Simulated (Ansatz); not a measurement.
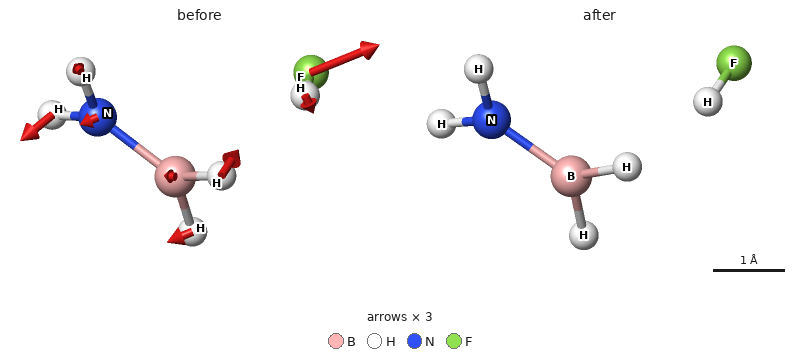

The structure of BNH5F before (left) and after (right) a relaxation, at one scale. The red arrows give the displacements, magnified 3 times.

Style: ball-and-stick. Shown at a tilt.

The run prepares an end point of a later path (reaction) calculation, from a guessed geometry.

Method: Ansatz, RKS B3LYP/def2-SVP.

Input file:
```yaml
crystal:
  periodic: [false, false, false]
  atoms:
    - { symbol: B, position_ang: [-0.066908, -0.13127, -0.09934] }
    - { symbol: H, position_ang: [-0.075262, -0.51905, 1.039453] }
    - { symbol: H, position_ang: [0.963249, 0.173428, -0.64041] }
    - { symbol: "N", position_ang: [-1.271122, -0.152828, -0.784367] }
    - { symbol: H, position_ang: [-2.145794, -0.428799, -0.355971] }
    - { symbol: H, position_ang: [-1.365506, 0.106799, -1.757292] }
    - { symbol: F, position_ang: [-0.113288, 2.076389, 1.132881] }
    - { symbol: H, position_ang: [-0.156669, 1.259231, 1.565446] }
basis:
  gaussian: { orbitals: def2-SVP }
hamiltonian:
  xc: b3lyp
relax:
  f_tol: 0.03
  max_steps: 50
output:
  orbitals: {}
```

Run as
```bash
ansatz run input.yaml --threads 1 --pin off --max-ram 2048MiB --backend cpu --events-out ev --progress --plain --runs-dir out
```

**What changed between the two?**

The largest move after the best rigid fit is that of F7, 0.39 Å. Largest moves by element: F 0.39 Å, H 0.21 Å, N 0.09 Å, B 0.06 Å. Among the contacts that change: B1–H2 1.203 → 1.216 Å, F7–H8 0.926 → 0.933 Å. Over 7 accepted moves (8 points after the start) the energy falls by 6.80 kJ/mol. Largest force component: 0.45 eV/Å at the start, 0.0096 eV/Å at the end. The line search rejected the trial step at point 2 of the run.
